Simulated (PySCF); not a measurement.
# doublet [BHOF2]+: levels of theory compared

We compute a comparison of 3 runs (UB3LYP/6-31G*, UB2PLYP/def2-SVPD, UCAM-B3LYP/def2-SVPD) of doublet [BHOF2]+. Input form: a Python script.

The results are computed with PySCF 2.14.0.

1 further run of the same task is left out (set aside as unsound or not needed).

## (1) The system as given

The species is [BHOF2]+ (5 atoms), meant as a doublet with charge +1. SMILES of the parent species: `OB(F)F`. The shape is that of a PBE0-D4/def2-TZVP optimisation. That shape belongs to the parent species and isn't relaxed for this state.

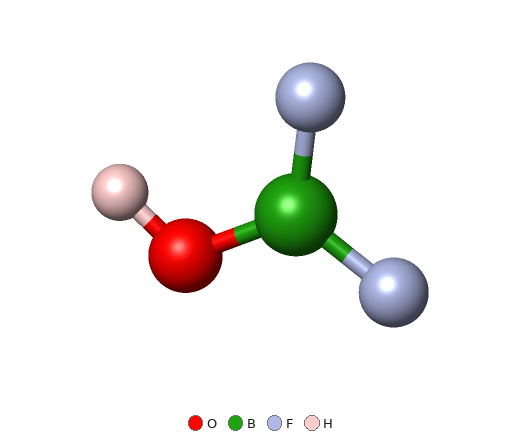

Viewed from a chosen angle; oxygen red, boron green, fluorine light blue, hydrogen pink.

## (2) A single-point energy at UB3LYP/6-31G(d) (spherical functions) (run 1)

mol.xyz reads:

```xyz
5

O      0.038630     1.000750     0.174310
B      0.105760    -0.342460     0.137210
F      0.731030    -0.986880     1.100700
F     -0.439530    -1.051930    -0.843330
H     -0.435890     1.380520    -0.568880
```

calc.py reads:

```python
from pyscf import gto, dft

mol = gto.Mole()
mol.atom = 'mol.xyz'
mol.verbose = 3
mol.basis = '6-31g*'
mol.charge = 1
mol.spin = 1
mol.max_memory = 1860
mol.build()

mf = dft.UKS(mol, xc='b3lyp')
mf.grids.level = 5
mf.conv_tol = 1e-10
mf.kernel()
if not mf.converged:
    mf = mf.newton().run(mf.mo_coeff, mf.mo_occ)

e_tot = mf.e_tot
print('E = %.10f Eh' % e_tot)
```

Run with:

```bash
$ OMP_NUM_THREADS=1 python calc.py
```

What it wrote:

```text
WARN: HOMO -0.463694792825976 >= LUMO -0.463694792825975

converged SCF energy = -300.030887265726  <S^2> = 0.75631772  2S+1 = 2.0063078
E = -300.0308872657 Eh
```

Wall time 16 s (1 thread of Arm Neoverse V2, shared host); peak memory 0.33 GiB.

## (3) The energy at UB2PLYP/def2-SVPD (run 2)

job.py reads:

```python
from pyscf import gto, dft, mp

molecule = gto.M(
    atom='''
O      0.073000     1.891143     0.329398
B      0.199857    -0.647156     0.259289
F      1.381446    -1.864933     2.080022
F     -0.830591    -1.987860    -1.593663
H     -0.823713     2.608805    -1.075027
''',
    max_memory=1860,
    verbose=3,
    unit='bohr',
    basis='def2-svpd',
    charge=1,
    spin=1,
)

mf = dft.UKS(molecule)
mf.xc = '0.53*HF + 0.47*B88, 0.73*LYP'
mf.conv_tol = 1e-10
mf.grids.level = 5
mf.kernel()
if not mf.converged:
    mf = mf.newton().run(mf.mo_coeff, mf.mo_occ)

pt = mp.MP2(mf, frozen=4).run()
etot = mf.e_tot + 0.27 * pt.e_corr
print('PT2 part  %.8f' % (0.27 * pt.e_corr))
print('E(%s) = %.9f' % ('B2PLYP', etot))
```

Run with:

```bash
$ OMP_NUM_THREADS=1 python job.py
```

What it wrote:

```text
WARN: HOMO -0.490427259042649 >= LUMO -0.49042725904265

converged SCF energy = -299.392180766435  <S^2> = 0.75577212  2S+1 = 2.0057638
E(UMP2) = -300.133521637009  E_corr = -0.741340870573894
E(SCS-UMP2) = -300.105176112363  E_corr = -0.712995345927282
PT2 part  -0.20016204
E(B2PLYP) = -299.592342801
```

Run time: 32 s. Hardware: 1 thread of Arm Neoverse V2, shared host; peak memory 0.51 GiB.

## (4) A single-point energy at UCAM-B3LYP/def2-SVPD (run 3)

input.py reads:

```python
from pyscf import gto, dft

mol = gto.Mole()
mol.atom = '''
O      0.038630     1.000750     0.174310
B      0.105760    -0.342460     0.137210
F      0.731030    -0.986880     1.100700
F     -0.439530    -1.051930    -0.843330
H     -0.435890     1.380520    -0.568880
'''
mol.verbose = 4
mol.max_memory = 1860
mol.spin = 1
mol.charge = 1
mol.basis = 'def2-svpd'
mol.build()

mf = dft.UKS(mol, xc='cam-b3lyp')
mf.grids.level = 5
mf.conv_tol = 1e-10
mf.kernel()
if not mf.converged:
    mf = mf.newton().run(mf.mo_coeff, mf.mo_occ)

e_tot = mf.e_tot
print('E = %.10f Eh' % e_tot)
```

Run with:

```bash
$ OMP_NUM_THREADS=1 python input.py
```

What it wrote:

```text
PySCF version 2.14.0

[... 54 lines left out ...]
WARN: HOMO -0.489462547982144 >= LUMO -0.489462547982142
[... 66 lines left out ...]
converged SCF energy = -299.73728084282  <S^2> = 0.75600657  2S+1 = 2.0059976
E = -299.7372808428 Eh
```

Wall time 41 s (1 thread of Arm Neoverse V2, shared host); peak memory 0.5 GiB.

## (5) All runs side by side

| run | level | frozen core orbitals | energy (Eh) | HOMO energy (eV) | LUMO energy (eV) | ⟨S²⟩ | wall time |
| --- | --- | --- | --- | --- | --- | --- | --- |
| 1 | UB3LYP/6-31G* (spherical functions) | – | -300.030887 | -18.70 | -16.90 | 0.756 | 16 s |
| 2 | UB2PLYP/def2-SVPD | 4 | -299.592343 | -21.16 | -14.78 | 0.756 | 32 s |
| 3 | UCAM-B3LYP/def2-SVPD | – | -299.737281 | -20.86 | -15.77 | 0.756 | 41 s |

## (6) Results

| quantity | value |
| --- | --- |
| run 3: total energy | -299.73728 Eh |
| run 3: HOMO energy (highest over α and β) | -20.86 eV |
| run 3: LUMO energy (lowest over α and β) | -15.77 eV |
| run 3: ⟨S²⟩ | 0.756 |

What this shows: Totals of different functionals can't be ranked against each other. All runs together took 88 s, the longest 41 s.
